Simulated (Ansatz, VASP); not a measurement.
**Cross-check of SiW between VASP and Ansatz**

Wanted: the spread between two codes on one cell, functional and k mesh. The cell is invented: As first built, before any earlier steps moved the atoms (in the runner's words): it takes the WC structure with some of its atoms replaced by other elements, volume scaled by an estimate. It may not be a known or stable phase. The cell is taken from a series of VASP runs on this material, whose earlier steps may have relaxed, scaled or displaced it; both programs get it as it stands. Valence electrons are named where the data sets of a main pair hold unlike numbers.

Program: Ansatz 0.2.0. Level of theory: plane waves, with VASP 6.6.1 beside it; band structure at LDA, band structure at r2SCAN and band structure at r2SCAN, spin-orbit coupling. Results are calculated unless marked as measured.

## Step 1: The structure

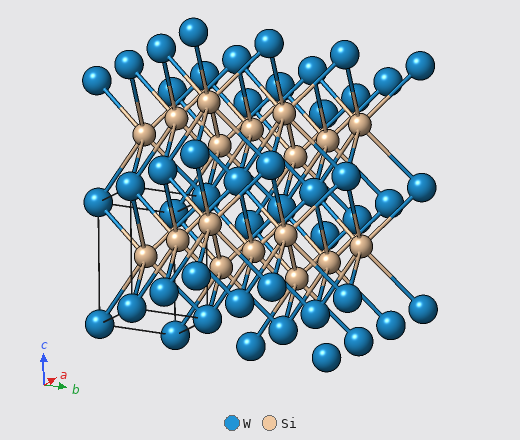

The cell as given, slightly off an axis (tungsten blue, silicon light orange). 3×3×2 cells are drawn. Bonds to atoms that aren't drawn are left out. Some periodic images of atoms are drawn too.

## Step 2: VASP: band structure, LDA

A single point gives forces, pressure and levels at one fixed geometry, so differences don't come from the geometry; what else differs is listed under the comparison.

Lines of VASP's logs that name or quote its potential files are left out, and so is its time.

Contents of INCAR:

```
SYSTEM = SiW
PREC = Accurate
ENCUT = 400
EDIFF = 1E-06
NELM = 100
ISMEAR = 0
SIGMA = 0.02
LREAL = .FALSE.
ALGO = Normal
GGA = CA
LORBIT = 11
LWAVE = .FALSE.
LCHARG = .FALSE.
KPAR = 4
```

Contents of POSCAR:

```
SiW
1.0
    3.1462339355     -0.0000000082      0.0000000000
   -1.5731174854      2.7247182678      0.0000000000
    0.0000000000      0.0000000000      3.4999919662
W Si
1 1
Direct
    0.0000000000      0.0000000000      0.0000000000
    0.6666666700      0.3333333300      0.5000000000
```

Contents of KPOINTS:

```
Automatic mesh
0
Gamma
5 5 4
0 0 0
```

Contents of KPOINTS_OPT:

```
Line mode
16
Line-mode
Reciprocal
  0.00000000   0.00000000   0.00000000 GAMMA
  0.50000000   0.00000000   0.00000000 M

  0.50000000   0.00000000   0.00000000 M
  0.33333333   0.33333333   0.00000000 K

  0.33333333   0.33333333   0.00000000 K
  0.00000000   0.00000000   0.00000000 GAMMA

  0.00000000   0.00000000   0.00000000 GAMMA
  0.00000000   0.00000000   0.50000000 A

  0.00000000   0.00000000   0.50000000 A
  0.50000000   0.00000000   0.50000000 L

  0.50000000   0.00000000   0.50000000 L
  0.33333333   0.33333333   0.50000000 H

  0.33333333   0.33333333   0.50000000 H
  0.00000000   0.00000000   0.50000000 A

  0.50000000   0.00000000   0.50000000 L
  0.50000000   0.00000000   0.00000000 M

  0.33333333   0.33333333   0.00000000 K
  0.33333333   0.33333333   0.50000000 H
```

The projector-augmented-wave data sets are W and Si (PBE family, release 64).

Run with:

```console
$ mpirun -np 4 vasp_std
```

Numbers of over 12 decimals in the logs are rounded to 6 here.

What it wrote:

```text
[banner, memory and clock lines left out]
running    4 mpi-ranks, on    1 nodes
 distrk:  each k-point on    1 cores,    4 groups
 distr:  one band on    1 cores,    1 groups

 POSCAR found type information on POSCAR W Si
 POSCAR found :  2 types and       2 ions
|                                                                             |
|               ----> ADVICE to this user running VASP <----                  |
|                                                                             |
|     You enforced a specific xc type in the INCAR file but a different       |
|     [... a line on the potential file left out ...]
|     I HOPE YOU KNOW WHAT YOU ARE DOING!                                     |
|                                                                             |

 LDA part: xc-table for (Slater(with rela. corr.)+CA(PZ))
 , standard interpolation
 POSCAR, INCAR and KPOINTS ok, starting setup
 FFT: planning ... GRIDC
 FFT: planning ... GRID_SOFT
 FFT: planning ... GRID
 WAVECAR not read
 entering main loop
       N       E                     dE             d eps       ncg     rms          rms(c)
DAV:   1     0.946949450027E+01    0.94695E+01   -0.39534E+03   286   0.769E+02
DAV:   2    -0.206479090357E+02   -0.30117E+02   -0.29215E+02   390   0.162E+02
DAV:   3    -0.214750674196E+02   -0.82716E+00   -0.78857E+00   334   0.219E+01
DAV:   4    -0.214807490420E+02   -0.56816E-02   -0.56800E-02   408   0.204E+00
DAV:   5    -0.214807675528E+02   -0.18511E-04   -0.18511E-04   354   0.784E-02    0.248E+01
DAV:   6    -0.204583616840E+02    0.10224E+01   -0.38270E+00   377   0.122E+01    0.963E+00
DAV:   7    -0.203682136432E+02    0.90148E-01   -0.15685E-01   303   0.305E+00    0.379E+00
DAV:   8    -0.203501746002E+02    0.18039E-01   -0.33198E-02   317   0.109E+00    0.256E-01
DAV:   9    -0.203498452608E+02    0.32934E-03   -0.37924E-03   345   0.397E-01    0.140E-01
DAV:  10    -0.203496777541E+02    0.16751E-03   -0.46917E-04   328   0.141E-01    0.751E-02
DAV:  11    -0.203496724319E+02    0.53222E-05   -0.34063E-05   310   0.438E-02    0.152E-02
DAV:  12    -0.203496709505E+02    0.14813E-05   -0.60335E-06   311   0.154E-02    0.687E-03
DAV:  13    -0.203496709069E+02    0.43666E-07   -0.13034E-07   144   0.344E-03
   1 F= -.20349671E+02 E0= -.20349308E+02  d E =-.726802E-03
 Start KPOINTS_OPT (optional k-point list driver)
k-point batch [1-15\144]
       N       E                     dE             ncg
DAV:   1     0.120144450963E+04   -0.10702E+04      270
DAV:   2     0.656883047270E+03   -0.54456E+03      379
DAV:   3     0.638406812231E+03   -0.18476E+02      357
DAV:   4     0.638198168801E+03   -0.20864E+00      396
DAV:   5     0.638196399692E+03   -0.17691E-02      363
DAV:   6     0.638196368718E+03   -0.30974E-04      363
DAV:   7     0.638196367803E+03   -0.91579E-06      395
[...]
k-point batch [136-144\144]
       N       E                     dE             ncg
DAV:   1     0.283052751745E+04   -0.31153E+04      170
DAV:   2     0.257194486769E+04   -0.25858E+03      190
DAV:   3     0.256483799665E+04   -0.71069E+01      213
DAV:   4     0.256477550534E+04   -0.62491E-01      244
DAV:   5     0.256477541411E+04   -0.91229E-04      239
DAV:   6     0.256477541392E+04   -0.19776E-06      252
```

Parts of OUTCAR (step 2):

```text
ion  position               nearest neighbor table
   1  0.000  0.000  0.000-   2 2.52   2 2.52   2 2.52   2 2.52   2 2.52   2 2.52
   2  0.667  0.333  0.500-   1 2.52   1 2.52   1 2.52   1 2.52   1 2.52   1 2.52

  LATTYP: Found a hexagonal cell.
 ALAT       =     3.1462339355
 C/A-ratio  =     1.1124385656

 Subroutine GETGRP returns: Found 12 space group operations
 (whereof 12 operations were pure point group operations)

The static configuration has the point symmetry D_3h.

 Found     15 irreducible k-points:

   k-points           NKPTS =     15   k-points in BZ     NKDIM =     15   number of bands    NBANDS=      9

   dimension x,y,z NGX =    24 NGY =   24 NGZ =   24
   dimension x,y,z NGXF=    48 NGYF=   48 NGZF=   48

   ENCUT  =  400.0 eV  29.40 Ry    5.42 a.u.   5.13  5.13  5.71*2*pi/ulx,y,z

   NELECT =      10.0000    total number of electrons

 k-points in reciprocal lattice and weights: Automatic mesh
   0.00000000  0.00000000  0.00000000       0.010
   0.20000000  0.00000000  0.00000000       0.060
   0.40000000 -0.00000000  0.00000000       0.060
   0.20000000  0.20000000  0.00000000       0.060
   0.40000000  0.20000000  0.00000000       0.060
   0.00000000  0.00000000  0.25000000       0.020
   0.20000000  0.00000000  0.25000000       0.120
   0.40000000 -0.00000000  0.25000000       0.120
   0.20000000  0.20000000  0.25000000       0.120
[...]
0.20000000  0.20000000  0.50000000       0.060
   0.40000000  0.20000000  0.50000000       0.060

 average (electrostatic) potential at core
       1 -36.7101       2 -80.0907

 E-fermi :   8.2640

 k-point     1 :       0.0000    0.0000    0.0000
  band No.  band energies     occupation
      1      -3.8248      2.00000
      2       4.2321      2.00000
      3       6.6583      2.00000
      4       6.6583      2.00000
      5       8.3724      0.00000
      6       9.4005      0.00000
      7       9.4005      0.00000
      8      15.2035      0.00000
      9      15.2035      0.00000

 k-point     2 :       0.2000    0.0000    0.0000
  band No.  band energies     occupation
      1      -2.9472      2.00000
      2       4.5713      2.00000
      3       5.6584      2.00000
      4       6.3287      2.00000
      5       7.5203      2.00000
      6       9.0415      0.00000
      7      11.9554      0.00000
      8      11.9743      0.00000
      9      13.6677      0.00000

 k-point     3 :       0.4000   -0.0000    0.0000
  band No.  band energies     occupation
      1      -0.7515      2.00000
      2       2.9379      2.00000
      3       4.9842      2.00000
      4       5.1560      2.00000
      5       8.5304      0.00000
      6       9.4890      0.00000
      7      11.5643      0.00000
      8      11.9882      0.00000
      9      13.7474      0.00000

  Total       -1.2920480     -1.2920478     -1.3683584      0.0000002      0.0000000      0.0000000
  in kB      -68.9937222    -68.9937095    -73.0686009      0.0000133      0.0000000      0.0000000
  external PRESSURE =     -70.3520109 kB  Pullay stress =       0.0000000 kB

  energy-cutoff  :      400.00
  volume of cell :       30.00
      direct lattice vectors                 reciprocal lattice vectors
     3.146233936 -0.000000008  0.000000000     0.317840320  0.183505271  0.000000000
    -1.573117485  2.724718268  0.000000000     0.000000001  0.367010422  0.000000000
     0.000000000  0.000000000  3.499991966     0.000000000  0.000000000  0.285714942

 POSITION                                       TOTAL-FORCE (eV/Angst)
 -----------------------------------------------------------------------------------
      0.00000      0.00000      0.00000        -0.000000      0.000000      0.000000
      1.57312      0.90824      1.75000         0.000000     -0.000000      0.000000
 -----------------------------------------------------------------------------------
    total drift:                               -0.000001      0.000001     -0.000000

  FREE ENERGIE OF THE ION-ELECTRON SYSTEM (eV)
  ---------------------------------------------------
  free  energy   TOTEN  =       -20.3496709069 eV

  energy  without entropy=      -20.3489441049  energy(sigma->0) =      -20.34930751

 total charge
# of ion       s       p       d       tot
------------------------------------------
    1        0.558   0.611   4.385   5.553
    2        0.763   0.954   0.000   1.717
--------------------------------------------------
tot          1.320   1.564   4.385   7.269

[... 3 further parts left out ...]
```

At this level the cell is under a tension of 7.0 GPa, so at these settings it is away from equilibrium.

## Step 3: Ansatz: band structure, LDA

Ansatz runs on its default PAW (the set named soft_2) files.

The same cell, functional (in two slightly different forms), mesh and smearing now go to Ansatz, which takes its cutoff from its data sets.

Contents of input.yaml:

```yaml
crystal:
  lattice:
    - [3.1462339355, -8.2e-09, 0.0]
    - [-1.5731174854, 2.7247182678, 0.0]
    - [0.0, 0.0, 3.4999919662]
  atoms:
    - { symbol: W, position: [0.0, 0.0, 0.0] }
    - { symbol: Si, position: [0.66666667, 0.33333333, 0.5] }
hamiltonian:
  xc: lda
  pseudopotentials: { kind: paw }
kpoints:
  mp_grid: { grid: [5, 5, 4] }
  band_path:
    path:
      - [0.0, 0.0, 0.0]
      - [0.13333, 0.0, 0.0]
      - [0.3, 0.0, 0.0]
      - [0.46667, 0.0, 0.0]
      - [0.46667, 0.06667, 0.0]
      - [0.41111, 0.17778, 0.0]
      - [0.35556, 0.28889, 0.0]
      - [0.28889, 0.28889, 0.0]
      - [0.17778, 0.17778, 0.0]
      - [0.06667, 0.06667, 0.0]
      - [0.0, 0.0, 0.03333]
      - [0.0, 0.0, 0.2]
      - [0.0, 0.0, 0.36667]
      - [0.0, 0.0, 0.5]
      - [0.16667, 0.0, 0.5]
      - [0.3, 0.0, 0.5]
      - [0.46667, 0.0, 0.5]
      - [0.46667, 0.06667, 0.5]
      - [0.41111, 0.17778, 0.5]
      - [0.35556, 0.28889, 0.5]
      - [0.28889, 0.28889, 0.5]
      - [0.17778, 0.17778, 0.5]
      - [0.06667, 0.06667, 0.5]
      - [0.5, 0.0, 0.46667]
      - [0.5, 0.0, 0.3]
      - [0.5, 0.0, 0.13333]
      - [0.33333, 0.33333, 0.0]
      - [0.33333, 0.33333, 0.16667]
      - [0.33333, 0.33333, 0.33333]
      - [0.33333, 0.33333, 0.5]
    npoints: 1
scf:
  occupations: { method: gaussian, width: 0.02 }
  n_extra_bands: 7
output:
  forces: true
  stress: true
  eigenvalues: true
```

Run with:

```console
$ ansatz run input.yaml --threads 2 --pin off --max-ram 4608MiB --backend cpu --events-out ev --progress --plain --runs-dir out
```

What it wrote:

```text
Warning: the atoms were moved onto the symmetric positions of the space group found under crystal.symmetry.tolerance 1.0e-5 (fractional; no operation is sought that the atoms, as they stand in a round, miss by more than twice it, and no atom is moved by as much as it), and the run uses the moved positions. Before a round's move an operation carried an atom to 1.57e-8 Å from where it should land, the largest such dist [...]
scf.n_extra_bands = 7 over 9 filled bands (N_el = 18.0): the run solves 16 bands
Engine: ansatz 0.2.0, aarch64-unknown-linux-gnu
Pseudopotentials: kind: paw
Pseudopotential: W, paw, valence charge 14, recommended cutoff 420 eV (normal), W.paw.azcp
Pseudopotential: Si, paw, valence charge 4, recommended cutoff 420 eV (normal), Si.paw.azcp
Functional definition: SPW92
  exchange = slater_x
  correlation = pw_c
Crystal: 2 atoms, lattice volume = 30.004 Å³
Basis set: ecut = 420 eV, 563 PW (Γ)
Bands: 16, of which v1, the nominal top of the filled ones, is band 9 counted from 1 (8 counted from 0)
Symmetry: 12 space group operations
Space group: P-6m2 (ITA 187), of the structure as read, at distance tolerance 3.1e-5 Å
k-points: 15 of 100 (time reversal used)
Non-local potential: W, projectors of the file, l = 0: 3, l = 1: 2, l = 2: 2, l = 3: 1
Non-local potential: Si, projectors of the file, l = 0: 2, l = 1: 2, l = 2: 2
PAW form: soft (Blöchl's): semilocal exchange-correlation on the pseudo side does not see the compensation charge
PAW frozen core: W, regenerated for the run's functional, and the local potential with it (the file was generated under x = pbe(κ = 0.804, μ = 0.219515), c = pbe(β = 0.066725))
PAW frozen core: Si, regenerated for the run's functional, and the local potential with it (the file was generated under x = pbe(κ = 0.804, μ = 0.219515), c = pbe(β = 0.066725))
PAW one-centre angular grid: W, 590 points (default); XC on 64 Gauss nodes
PAW one-centre angular grid: Si, 110 points (default); XC on 64 Gauss nodes
Initial density: superposition of atomic densities (neutral atoms: chi_scale 0, normalization atom), corrected by the library's trained network
Initial wavefunctions: pseudopotential atomic-orbital guess
Functional: x = slater, c = lda
SCF iter   1: F=—  HF=-10738.714314 eV  |F-HF|=—  |Δ(HF+E_count)|=         —  Δρ=7.77e-3  dr2=1.27e-2  ethr=1.77e-3  ⟨swp⟩=5.8  Hψ=1362  notcnv=0
preconditioner: auto → none  [insulator: Δε(μ)=0.140 eV  Ē_g=10.474 eV  σ=0.020 eV  W_gap=0.67  n_scr=8 (ndim 8)  ℏωp=21.4 eV  f_vac=0.000  D(μ)=3.14/eV (n_scr^D=40)  ε∞_Penn≈5.2]
SCF iter   2: F=—  HF=-10738.711396 eV  |F-HF|=—  |Δ(HF+E_count)|=   2.92e-3  Δρ=3.37e-3  dr2=1.52e-3  ethr=7.07e-5  ⟨swp⟩=2.1  Hψ=442  notcnv=0  defer=25
SCF iter   3: F=—  HF=-10738.711336 eV  |F-HF|=—  |Δ(HF+E_count)|=   6.09e-5  Δρ=1.45e-3  dr2=2.71e-4  ethr=8.47e-6  ⟨swp⟩=1.1  Hψ=225  notcnv=0  defer=25
SCF iter   4: F=—  HF=-10738.711351 eV  |F-HF|=—  |Δ(HF+E_count)|=   1.53e-5  Δρ=2.02e-4  dr2=5.78e-6  ethr=1.50e-6  ⟨swp⟩=1.5  Hψ=250  notcnv=0  defer=25
SCF iter   5: F=—  HF=-10738.711351 eV  |F-HF|=—  |Δ(HF+E_count)|=   3.01e-7  Δρ=4.43e-5  dr2=8.43e-7  ethr=3.21e-8  ⟨swp⟩=2.3  Hψ=315  notcnv=0  defer=25
SCF iter   6: F=-10738.711350 eV  HF=-10738.711350 eV  |F-HF|=1.44e-9  |Δ(HF+E_count)|=   1.69e-7  Δρ=3.30e-6  dr2=2.82e-9  ethr=5.56e-10  ⟨swp⟩=7.6  Hψ=1010  notcnv=0
SCF 1 converged in 6 iterations: F = -10738.711350 eV  dr2 = 2.82e-9
  greatest PAW one-centre occupation: 1.000 electrons in one spin orbital (limit 2), on the W atom at site 0 (counted from 0), in its partial waves of l = 0
NSCF: frozen V_eff on 30 k-points
SCF converged after 6 iterations
Free energy (F): -10738.711350 eV
Harris-Foulkes:  -10738.711350 eV  (|F-HF|=1.44e-9)
Internal energy: -10738.710658 eV  (E = F + TS)
E sigma→0 (E₀):  -10738.711004 eV
Entropy (-TS):   -0.000692 eV (-0.346 meV/atom)
Fermi energy:    16.310221 eV
--- Per-component energies (eV) ---
  E_band       = -123.679679
  E_kinetic    = 494.502034
  E_local      = -893.688605  (includes V_loc(G=0)·N_el)
  E_nonlocal   = 33.800215
  E_hartree    = 331.656774
  E_xc         = -321.360655
  E_vxc        = -288.019844  (∫ρ·V_xc dr)
  E_paw        = -8796.103342  (= ΣΔE_a)
  E_vpaw       = -133.585912  (= ΣTr[D̂ρ^β])
  E_aug_tail   = -0.000050  (compensation charges beyond the density's cutoff)
  E_ewald      = -1587.884513
  E_core_change = 0.367484  (= ΣΔE_core)
  E_smearing   = -0.000692  (= −TS)
  E_closure    = -0.000000  (closes the sum)
  Σ components = -10738.711350   (vs F -10738.711350, Δ=0.00e0)
--- Forces (eV/Å), atoms counted from 1 ---
  atom   1  W      0.00000000    -0.00000000     0.00000000
  atom   2  Si     0.00000000    -0.00000000     0.00000000
  max |Σ_I F_I| component: 4.16e-17 eV/Å
--- Stress (GPa, compression-positive) ---
       -7.971976       0.000000       0.000000
        0.000000      -7.971976       0.000000
        0.000000       0.000000      -8.721782
  P = ⅓ Tr σ = -8.2219 GPa (-82.219 kbar)
--- Band table (eV; the first three rows and the last of 15) ---
  k-point 0: bands = [... 5 lower, 12.2915, 14.7141, 14.7141, 16.4087, 17.4541, 17.4541, 23.1765, 23.1765, ... 3 higher]
  k-point 1: bands = [... 5 lower, 11.0098, 14.9826, 14.9826, 16.3108, 16.4462, 16.4462, 23.4978, 23.4978, ... 3 higher]
  k-point 2: bands = [... 5 lower, 8.5323, 15.3445, 15.3445, 15.6839, 15.6839, 16.9853, 22.5030, 22.5030, ... 3 higher]
  k-point 14: bands = [... 5 lower, 11.4508, 11.9018, 14.2571, 15.0554, 17.8761, 20.1751, 20.6702, 22.0419, ... 3 higher]
```

It took 2.5 s on 2 threads of Arm Neoverse N1, shared host; peak memory 0.26 GiB.

In the SCF lines HF is the Harris–Foulkes energy and dr2 the Hartree energy of the density residual, in eV; the loop may stop once dr2 is under the threshold and the program's other checks hold. Hψ counts applications of the Hamiltonian.

## Step 4: Side by side

Known differences besides the potentials themselves: the two LDA forms differ slightly; the data sets hold 18 valence electrons in Ansatz (on its default PAW (the set named soft_2) files) and 10 in VASP; the cutoff is 420 eV in Ansatz and 400 eV in VASP; Ansatz makes its cores anew for this functional, VASP keeps those of its PBE data sets; VASP's log shows a relativistic correction to its local exchange, Ansatz's none. Total energies have different zeros and are not compared.

Both answers:

| quantity | Ansatz | VASP | difference |
| --- | --- | --- | --- |
| pressure (GPa) | -8.22 | -7.04 | -1.19 |

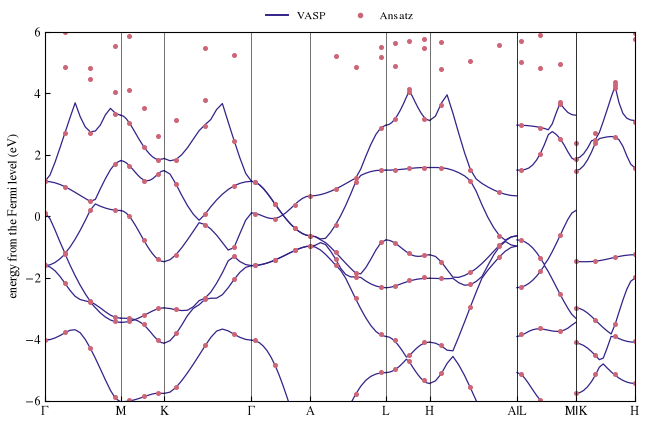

Bands from VASP (lines) and levels from Ansatz (dots). Dots without a line are higher empty bands that the VASP plot leaves out.

Levels from 3 eV below to 2 eV above the Fermi level differ by 12 meV r.m.s. and 33 meV at most; each VASP level is matched to the nearest of Ansatz, which flatters the figure a little.

## Step 5: What the set-up changes

Further runs change the set-up of one program: Ansatz's method, potentials or start, or VASP's data sets, cutoff or form of LDA. The table gives that difference for each run.

| run | pressure (GPa) |
| --- | --- |
| as above | -1.2 |
| Ansatz's larger PAW set (cutoff 880 eV) | -1.2 |
| norm-conserving potentials (cutoff 952 eV) | -1.7 |

[end of part 1 of 2]

[Lines on the potential files, build, host, timing and source positions are cut from VASP's logs without a mark.]

[Logs are printed without paths, hosts, clocks, repeated set-up lines and the standing remarks that a program may print on its own settings, such as how far it seeks lower states.]

[Hosts, paths, dates, database ids (printed as entryN), source tags and the programs' standing remarks are cut or masked in the printed files.]
